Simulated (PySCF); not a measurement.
**From one method to the next for PH⁻**

Aim: see what other levels and later steps give for PH⁻.

Program: PySCF 2.14.0. Level of theory: each script names its method and basis. These are calculated values, not measurements.

1 further run of the same task is left out (it didn't finish).

## Step 1: Starting geometry

PH⁻: 2 atoms, charge -1, spin multiplicity 2.

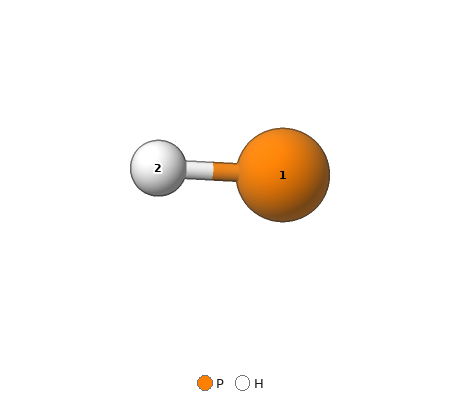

The starting geometry (phosphorus orange, hydrogen white); atoms are numbered from 1 in the order of the file.

## Step 2: Base script

input.py

```python
from pyscf import gto, scf

mol = gto.M(
    atom='P 0 0 0; H 0 0 1.337',
    basis='6-31g',
    charge=-1,
    spin=1,
    verbose=4,
)
mf = scf.ROHF(mol)
mf = mf.density_fit(auxbasis='def2-universal-jkfit')
mf.kernel()
mf.dip_moment()
print('orbital energies (hartree):', mf.mo_energy[..., max(0, mol.nelec[1]-3):mol.nelec[0]+3].round(4))
```

Launch:

```
> OMP_NUM_THREADS=1 python input.py
```

The log of the run, shortened:

```text
[lines on the frontier levels of each cycle are left out]
PySCF version 2.14.0

[INPUT] verbose = 4
[INPUT] num. atoms = 2
[INPUT] num. electrons = 17
[INPUT] charge = -1
[INPUT] spin (= nelec alpha-beta = 2S) = 1
[INPUT] symmetry False subgroup None
[INPUT] Mole.unit = angstrom
[INPUT] Symbol           X                Y                Z      unit          X                Y                Z       unit  Magmom
[INPUT]  1 P      0.000000000000   0.000000000000   0.000000000000 AA    0.000000000000   0.000000000000   0.000000000000 Bohr   0.0
[INPUT]  2 H      0.000000000000   0.000000000000   1.337000000000 AA    0.000000000000   0.000000000000   2.526563828543 Bohr   0.0

nuclear repulsion = 5.93691710082274
number of shells = 9
number of NR pGTOs = 50
number of NR cGTOs = 15
basis = 6-31g
ecp = {}

******** <class 'pyscf.df.df_jk.DFROHF'> ********
method = DFROHF
initial guess = minao
damping factor = 0
level_shift factor = 0
DIIS = <class 'pyscf.scf.diis.CDIIS'>
diis_start_cycle = 1
diis_space = 8
diis_damp = 0
SCF conv_tol = 1e-09
SCF conv_tol_grad = None
SCF max_cycles = 50
direct_scf = False
num. doubly occ = 8  num. singly occ = 1
Set gradient conv threshold to 3.16228e-05
******** <class 'pyscf.df.df.DF'> ********
auxbasis = def2-universal-jkfit
init E= -340.973519534378
cycle= 1 E= -341.199408437884  delta_E= -0.226  |g|= 0.183  |ddm|= 0.982
cycle= 2 E= -341.215600008295  delta_E= -0.0162  |g|= 0.0443  |ddm|= 0.432
cycle= 3 E= -341.216539662186  delta_E= -0.00094  |g|= 0.00644  |ddm|= 0.0724
cycle= 4 E= -341.216578112228  delta_E= -3.85e-05  |g|= 0.00133  |ddm|= 0.0277
cycle= 5 E= -341.216579949522  delta_E= -1.84e-06  |g|= 0.000134  |ddm|= 0.00651
cycle= 6 E= -341.216579966554  delta_E= -1.7e-08  |g|= 1.84e-05  |ddm|= 0.000365
cycle= 7 E= -341.216579966835  delta_E= -2.8e-10  |g|= 2e-06  |ddm|= 4.22e-05
Extra cycle  E= -341.216579966837  delta_E= -2.39e-12  |g|= 6.16e-07  |ddm|= 4e-06
converged SCF energy = -341.216579966837

WARN: System has nonzero charge -1; the dipole moment is origin-dependent.
Location of origin: [0. 0. 0.]

Dipole moment(X, Y, Z, Debye): -0.00000,  0.00000,  0.72379
orbital energies (hartree): [-0.5074 -0.1695 -0.0202  0.1176  0.4634  0.6218  0.7219]
```

Run time: 0.8 s. Hardware: 1 thread of Arm Neoverse V1, shared host; peak memory 0.11 GiB.

Base result: E(SCF) = -341.216580 Eh, 7 cycles.

The bond length is a typed value, not an optimised one. The dipole of an ion depends on the origin.

## Step 3: CCSD(T)

Edit 1 changes step after the SCF: none → ccsd(t); frozen orbitals: none → 5.

Changes to input.py since step 2:

```diff
@@ -1,2 +1,2 @@
-from pyscf import gto, scf
+from pyscf import gto, scf, cc
 
@@ -12,2 +12,5 @@
 mf.kernel()
+mycc = cc.CCSD(mf, frozen=5)
+mycc.kernel()
+mycc.ccsd_t()
 mf.dip_moment()
```

Launch:

```
> OMP_NUM_THREADS=1 python input.py
```

The log of the run, shortened:

```text
[lines on the frontier levels of each cycle are left out]
[... 37 set-up lines left out, the same as in an earlier log ...]
init E= -340.973519534378
cycle= 1 E= -341.199408437884  delta_E= -0.226  |g|= 0.183  |ddm|= 0.982
cycle= 2 E= -341.215600008295  delta_E= -0.0162  |g|= 0.0443  |ddm|= 0.432
cycle= 3 E= -341.216539662186  delta_E= -0.00094  |g|= 0.00644  |ddm|= 0.0724
cycle= 4 E= -341.216578112228  delta_E= -3.85e-05  |g|= 0.00133  |ddm|= 0.0277
cycle= 5 E= -341.216579949522  delta_E= -1.84e-06  |g|= 0.000134  |ddm|= 0.00651
cycle= 6 E= -341.216579966554  delta_E= -1.7e-08  |g|= 1.84e-05  |ddm|= 0.000365
cycle= 7 E= -341.216579966835  delta_E= -2.8e-10  |g|= 2e-06  |ddm|= 4.22e-05
Extra cycle  E= -341.216579966837  delta_E= -2.39e-12  |g|= 6.16e-07  |ddm|= 4e-06
converged SCF energy = -341.216579966837

WARN: RCCSD method does not support ROHF method. ROHF object is converted to UHF object and UCCSD method is called.

******** <class 'pyscf.cc.dfuccsd.UCCSD'> ********
CC2 = 0
CCSD nocc = (np.int64(4), np.int64(3)), nmo = (10, 10)
frozen orbitals 5
max_cycle = 50
direct = 0
conv_tol = 1e-07
conv_tol_normt = 1e-06
diis_space = 6
diis_start_cycle = 0
diis_start_energy_diff = 1e+09
Init t2, MP2 energy = -0.0386118108340903
Init E_corr(UCCSD) = -0.0390338438263011
cycle = 1  E_corr(UCCSD) = -0.0475521133235877  dE = -0.0085182695  norm(t1,t2) = 0.0370637
cycle = 2  E_corr(UCCSD) = -0.0498184895709322  dE = -0.00226637625  norm(t1,t2) = 0.0132788
cycle = 3  E_corr(UCCSD) = -0.0510143027937252  dE = -0.00119581322  norm(t1,t2) = 0.00563826
cycle = 4  E_corr(UCCSD) = -0.0509916226561934  dE = 2.26801375e-05  norm(t1,t2) = 0.000952389
cycle = 5  E_corr(UCCSD) = -0.0509984843937015  dE = -6.86173751e-06  norm(t1,t2) = 0.00028637
cycle = 6  E_corr(UCCSD) = -0.0509975412568001  dE = 9.43136901e-07  norm(t1,t2) = 7.22832e-05
cycle = 7  E_corr(UCCSD) = -0.0509981293504425  dE = -5.88093642e-07  norm(t1,t2) = 1.64204e-05
cycle = 8  E_corr(UCCSD) = -0.0509979710285774  dE = 1.58321865e-07  norm(t1,t2) = 5.15532e-06
cycle = 9  E_corr(UCCSD) = -0.0509979128637999  dE = 5.81647776e-08  norm(t1,t2) = 1.76461e-06
cycle = 10  E_corr(UCCSD) = -0.0509979537817596  dE = -4.09179597e-08  norm(t1,t2) = 5.72413e-07
UCCSD converged
E(UCCSD) = -341.2675779206187  E_corr = -0.05099795378175961
UCCSD(T) correction = -0.000343277808938567

WARN: System has nonzero charge -1; the dipole moment is origin-dependent.
Location of origin: [0. 0. 0.]

Dipole moment(X, Y, Z, Debye): -0.00000,  0.00000,  0.72379
orbital energies (hartree): [-0.5074 -0.1695 -0.0202  0.1176  0.4634  0.6218  0.7219]
```

It took 1.4 s on 1 thread of Arm Neoverse V1, shared host; peak memory 0.13 GiB.

Outcome: E(SCF) = -341.216580 Eh (no change), 7 cycles, E(CCSD) − E(SCF) = -0.05100 Eh, (T) = -0.00034 Eh.

## Step 4: RHF

Edit 2 changes SCF type: ROHF → RHF.

Changes to input.py since step 2:

```diff
@@ -9,3 +9,3 @@
 )
-mf = scf.ROHF(mol)
+mf = scf.RHF(mol)
 mf = mf.density_fit(auxbasis='def2-universal-jkfit')
```

Launch:

```
> OMP_NUM_THREADS=1 python input.py
```

The log of the run, shortened:

```text
[lines on the frontier levels of each cycle are left out]
[... 37 set-up lines left out, the same as in an earlier log ...]
init E= -340.973519534378
cycle= 1 E= -341.199408437884  delta_E= -0.226  |g|= 0.183  |ddm|= 0.982
cycle= 2 E= -341.215600008295  delta_E= -0.0162  |g|= 0.0443  |ddm|= 0.432
cycle= 3 E= -341.216539662186  delta_E= -0.00094  |g|= 0.00644  |ddm|= 0.0724
cycle= 4 E= -341.216578112228  delta_E= -3.85e-05  |g|= 0.00133  |ddm|= 0.0277
cycle= 5 E= -341.216579949522  delta_E= -1.84e-06  |g|= 0.000134  |ddm|= 0.00651
cycle= 6 E= -341.216579966554  delta_E= -1.7e-08  |g|= 1.84e-05  |ddm|= 0.000365
cycle= 7 E= -341.216579966835  delta_E= -2.8e-10  |g|= 2e-06  |ddm|= 4.22e-05
Extra cycle  E= -341.216579966837  delta_E= -2.39e-12  |g|= 6.16e-07  |ddm|= 4e-06
converged SCF energy = -341.216579966837

WARN: System has nonzero charge -1; the dipole moment is origin-dependent.
Location of origin: [0. 0. 0.]

Dipole moment(X, Y, Z, Debye): -0.00000,  0.00000,  0.72379
orbital energies (hartree): [-0.5074 -0.1695 -0.0202  0.1176  0.4634  0.6218  0.7219]
```

It took 0.73 s on 1 thread of Arm Neoverse V1, shared host.

Result: E(SCF) = -341.216580 Eh (no change), 7 cycles.

For an open shell PySCF turns the restricted class into the restricted open-shell one, so both scripts run the same method.

## Step 5: UHF

Edit 3 changes SCF type: ROHF → UHF.

input.py

```python
from pyscf import gto, scf

mol = gto.M(
    atom='P 0 0 0; H 0 0 1.337',
    basis='6-31g',
    charge=-1,
    spin=1,
    verbose=4,
)
mf = scf.UHF(mol)
mf = mf.density_fit(auxbasis='def2-universal-jkfit')
mf.kernel()
mf.dip_moment()
print('orbital energies (hartree):', [e[max(0, n-3):n+3].round(4) for e, n in zip(mf.mo_energy, mol.nelec)])
```

Launch:

```
> OMP_NUM_THREADS=1 python input.py
```

The log of the run:

```text
[... 20 set-up lines left out, the same as in an earlier log ...]
******** <class 'pyscf.df.df_jk.DFUHF'> ********
method = DFUHF
[... 11 set-up lines left out, the same as in an earlier log ...]
number electrons alpha = 9  beta = 8
[... 3 set-up lines left out, the same as in an earlier log ...]
init E= -340.973519534378
[... the frontier-level lines of each cycle are left out ...]

cycle= 1 E= -341.199408437884  delta_E= -0.226  |g|= 0.133  |ddm|= 0.982
cycle= 2 E= -341.216501571067  delta_E= -0.0171  |g|= 0.0308  |ddm|= 0.431
cycle= 3 E= -341.217217503664  delta_E= -0.000716  |g|= 0.00618  |ddm|= 0.0617
cycle= 4 E= -341.217280485298  delta_E= -6.3e-05  |g|= 0.0022  |ddm|= 0.0293
cycle= 5 E= -341.217289995573  delta_E= -9.51e-06  |g|= 0.000728  |ddm|= 0.00878
cycle= 6 E= -341.217291405296  delta_E= -1.41e-06  |g|= 0.000197  |ddm|= 0.00423
cycle= 7 E= -341.217291542138  delta_E= -1.37e-07  |g|= 5.6e-05  |ddm|= 0.00184
cycle= 8 E= -341.217291552882  delta_E= -1.07e-08  |g|= 2.01e-05  |ddm|= 0.000512
cycle= 9 E= -341.217291554208  delta_E= -1.33e-09  |g|= 5.38e-06  |ddm|= 0.000151
cycle= 10 E= -341.217291554293  delta_E= -8.52e-11  |g|= 8.96e-07  |ddm|= 3.79e-05
Extra cycle  E= -341.217291554294  delta_E= -1.25e-12  |g|= 4.23e-07  |ddm|= 2.77e-06
converged SCF energy = -341.217291554294  <S^2> = 0.75257228  2S+1 = 2.0025706

WARN: System has nonzero charge -1; the dipole moment is origin-dependent.
Location of origin: [0. 0. 0.]

Dipole moment(X, Y, Z, Debye): -0.00000, -0.00000,  0.73549
orbital energies (hartree): [array([-0.1823, -0.0786, -0.0335,  0.4556,  0.6108,  0.7059]), array([-0.4761, -0.155 , -0.0068,  0.299 ,  0.4719,  0.6327])]
```

Run time: 0.77 s. Hardware: 1 thread of Arm Neoverse V1, shared host.

Outcome: E(SCF) = -341.217292 Eh (-0.0194 eV from the base), 10 cycles, ⟨S²⟩ = 0.753.

## Step 6: Population analysis

Edit 4 changes step after the SCF: none → analyze.

Changes to input.py since step 2:

```diff
@@ -12,3 +12,3 @@
 mf.kernel()
-mf.dip_moment()
+mf.analyze()
 print('orbital energies (hartree):', mf.mo_energy[..., max(0, mol.nelec[1]-3):mol.nelec[0]+3].round(4))
```

Launch:

```
> OMP_NUM_THREADS=1 python input.py
```

The log of the run:

```text
[... 37 set-up lines left out, the same as in an earlier log ...]
init E= -340.973519534378
  HOMO = -0.171767977246832  LUMO = 0.18737327682584  gap/eV = 9.77273
cycle= 1 E= -341.199408437884  delta_E= -0.226  |g|= 0.183  |ddm|= 0.982
  HOMO = 0.156783609878113  LUMO = 0.477351570472927  gap/eV = 8.72310
cycle= 2 E= -341.215600008295  delta_E= -0.0162  |g|= 0.0443  |ddm|= 0.432
  HOMO = 0.115988474707722  LUMO = 0.461922468396183  gap/eV = 9.41334
cycle= 3 E= -341.216539662186  delta_E= -0.00094  |g|= 0.00644  |ddm|= 0.0724
  HOMO = 0.117350502468387  LUMO = 0.46333801194238  gap/eV = 9.41480
cycle= 4 E= -341.216578112228  delta_E= -3.85e-05  |g|= 0.00133  |ddm|= 0.0277
  HOMO = 0.117617063446938  LUMO = 0.463374639159945  gap/eV = 9.40854
cycle= 5 E= -341.216579949522  delta_E= -1.84e-06  |g|= 0.000134  |ddm|= 0.00651
  HOMO = 0.117601588345112  LUMO = 0.463360413457746  gap/eV = 9.40858
cycle= 6 E= -341.216579966554  delta_E= -1.7e-08  |g|= 1.84e-05  |ddm|= 0.000365
  HOMO = 0.117602821343537  LUMO = 0.463360098684365  gap/eV = 9.40853
cycle= 7 E= -341.216579966835  delta_E= -2.8e-10  |g|= 2e-06  |ddm|= 4.22e-05
  HOMO = 0.1176021684622  LUMO = 0.463359976790604  gap/eV = 9.40855
Extra cycle  E= -341.216579966837  delta_E= -2.39e-12  |g|= 6.16e-07  |ddm|= 4e-06
converged SCF energy = -341.216579966837
**** SCF Summaries ****
Total Energy =                        -341.216579966836946
Nuclear Repulsion Energy =               5.936917100822739
One-electron Energy =                 -488.725773298636341
Two-electron Energy =                  141.572276230976684
Two-electron Coulomb Energy =          164.748848467586896
DFT Exchange-Correlation Energy =      -23.176572236610212
HOMO-LUMO gap [eV] =                     9.408549191853375
**** MO energy ****
                Roothaan           | alpha              | beta
MO #1   energy= -79.6316199710092  | -79.6341646186314  | -79.6290753233871  occ= 2
MO #2   energy= -7.18691276977761  | -7.18974766089225  | -7.18407787866294  occ= 2
MO #3   energy= -5.080816326609    | -5.08209776805889  | -5.07953488515911  occ= 2
MO #4   energy= -5.07933968205483  | -5.09201811380173  | -5.06666125037611  occ= 2
MO #5   energy= -5.07630445517931  | -5.07758222209751  | -5.07502668826112  occ= 2
MO #6   energy= -0.507397725019821 | -0.538929247233477 | -0.475866202806163 occ= 2
MO #7   energy= -0.169521890368172 | -0.186268154739876 | -0.152775625996465 occ= 2
MO #8   energy= -0.0201845189423919 | -0.0308766961465404 | -0.00949234173824664 occ= 2
MO #9   energy= 0.1176021684622    | -0.0770306565225173 | 0.312234965385377  occ= 1
MO #10  energy= 0.463359976790604  | 0.454409336635665  | 0.472310616945544  occ= 0
MO #11  energy= 0.621845211224651  | 0.611524230865143  | 0.632166191584158  occ= 0
MO #12  energy= 0.721853712273995  | 0.716270593643364  | 0.727436830904621  occ= 0
MO #13  energy= 0.738303661087199  | 0.70648420191623   | 0.770123148387872  occ= 0
MO #14  energy= 0.74567595609842   | 0.741436478993842  | 0.749915433202994  occ= 0
MO #15  energy= 1.4333038143371    | 1.4302298872066    | 1.4363777414676    occ= 0
 ** Mulliken pop on meta-lowdin orthogonal AOs  **
 ** Mulliken pop  **
pop of  0 P 1s            1.99999
pop of  0 P 2s            1.99896
pop of  0 P 3s            1.82511
pop of  0 P 4s            0.01739
pop of  0 P 2px           1.99995
pop of  0 P 2py           2.00000
pop of  0 P 2pz           1.99998
pop of  0 P 3px           0.99040
pop of  0 P 3py           1.96020
pop of  0 P 3pz           1.08855
pop of  0 P 4px           0.01224
pop of  0 P 4py           0.03721
pop of  0 P 4pz           0.00618
pop of  1 H 1s            1.06098
pop of  1 H 2s            0.00286
 ** Mulliken atomic charges  **
charge of    0P =     -0.93616
charge of    1H =     -0.06384

WARN: System has nonzero charge -1; the dipole moment is origin-dependent.
Location of origin: [0. 0. 0.]

Dipole moment(X, Y, Z, Debye): -0.00000,  0.00000,  0.72379
orbital energies (hartree): [-0.5074 -0.1695 -0.0202  0.1176  0.4634  0.6218  0.7219]
```

It took 0.97 s on 1 thread of Arm Neoverse V1, shared host.

This run: E(SCF) = -341.216580 Eh (no change), 7 cycles.

## Step 7: MP2 (UHF)

Edit 5 changes step after the SCF: none → mp2; SCF type: ROHF → UHF; frozen orbitals: none → 5.

input.py

```python
from pyscf import gto, scf, mp

mol = gto.M(
    atom='P 0 0 0; H 0 0 1.337',
    basis='6-31g',
    charge=-1,
    spin=1,
    verbose=4,
)
mf = scf.UHF(mol)
mf = mf.density_fit(auxbasis='def2-universal-jkfit')
mf.kernel()
mp.MP2(mf, frozen=5).kernel()
mf.dip_moment()
print('orbital energies (hartree):', [e[max(0, n-3):n+3].round(4) for e, n in zip(mf.mo_energy, mol.nelec)])
```

Launch:

```
> OMP_NUM_THREADS=1 python input.py
```

The log of the run:

```text
[... 37 set-up lines left out, the same as in an earlier log ...]
init E= -340.973519534378
[... the frontier-level lines of each cycle are left out ...]

cycle= 1 E= -341.199408437884  delta_E= -0.226  |g|= 0.133  |ddm|= 0.982
cycle= 2 E= -341.216501571067  delta_E= -0.0171  |g|= 0.0308  |ddm|= 0.431
cycle= 3 E= -341.217217503664  delta_E= -0.000716  |g|= 0.00618  |ddm|= 0.0617
cycle= 4 E= -341.217280485298  delta_E= -6.3e-05  |g|= 0.0022  |ddm|= 0.0293
cycle= 5 E= -341.217289995573  delta_E= -9.51e-06  |g|= 0.000728  |ddm|= 0.00878
cycle= 6 E= -341.217291405296  delta_E= -1.41e-06  |g|= 0.000197  |ddm|= 0.00423
cycle= 7 E= -341.217291542138  delta_E= -1.37e-07  |g|= 5.6e-05  |ddm|= 0.00184
cycle= 8 E= -341.217291552882  delta_E= -1.07e-08  |g|= 2.01e-05  |ddm|= 0.000512
cycle= 9 E= -341.217291554208  delta_E= -1.33e-09  |g|= 5.38e-06  |ddm|= 0.000151
cycle= 10 E= -341.217291554293  delta_E= -8.52e-11  |g|= 8.96e-07  |ddm|= 3.79e-05
Extra cycle  E= -341.217291554294  delta_E= -1.25e-12  |g|= 4.23e-07  |ddm|= 2.77e-06
converged SCF energy = -341.217291554294  <S^2> = 0.75257228  2S+1 = 2.0025706

******** <class 'pyscf.mp.dfump2.DFUMP2'> ********
nocc = (np.int64(4), np.int64(3)), nmo = (10, 10)
frozen orbitals 5
E(DFUMP2) = -341.255678321188  E_corr = -0.0383867668941467
E(SCS-DFUMP2) = -341.258328685344  E_corr = -0.0410371310497423
E_corr(same-spin) = -0.00580037218065431
E_corr(oppo-spin) = -0.0325863947134924

WARN: System has nonzero charge -1; the dipole moment is origin-dependent.
Location of origin: [0. 0. 0.]

Dipole moment(X, Y, Z, Debye): -0.00000, -0.00000,  0.73549
orbital energies (hartree): [array([-0.1823, -0.0786, -0.0335,  0.4556,  0.6108,  0.7059]), array([-0.4761, -0.155 , -0.0068,  0.299 ,  0.4719,  0.6327])]
```

Wall time 0.79 s (1 thread of Arm Neoverse V1, shared host).

This run: E(SCF) = -341.217292 Eh (-0.0194 eV from the base), 10 cycles, E(MP2) − E(SCF) = -0.03839 Eh, ⟨S²⟩ = 0.753.

## Step 8: All runs together

```csv
run,E(SCF) (hartree),from base (eV),cycles,"gap, α spin (eV)",after the SCF
base,-341.216580,0,7,n/a,n/a
CCSD(T),-341.216580,0.0000,7,n/a,"CCSD(T) correlation -1.397 eV, core frozen"
RHF,-341.216580,0.0000,7,n/a,n/a
UHF,-341.217292,-0.0194,10,13.31,n/a
population analysis,-341.216580,0.0000,7,n/a,n/a
MP2 (UHF),-341.217292,-0.0194,10,13.31,"MP2 correlation -1.045 eV, core frozen"
```

Wall time on 1 thread of Arm Neoverse V1, shared host, start-up included: base 0.8 s; CCSD(T) 1.4 s; RHF 0.73 s; UHF 0.77 s; population analysis 0.97 s; MP2 (UHF) 0.79 s.

In words: The SCF energy stays the same, to the digits that matter, with RHF.
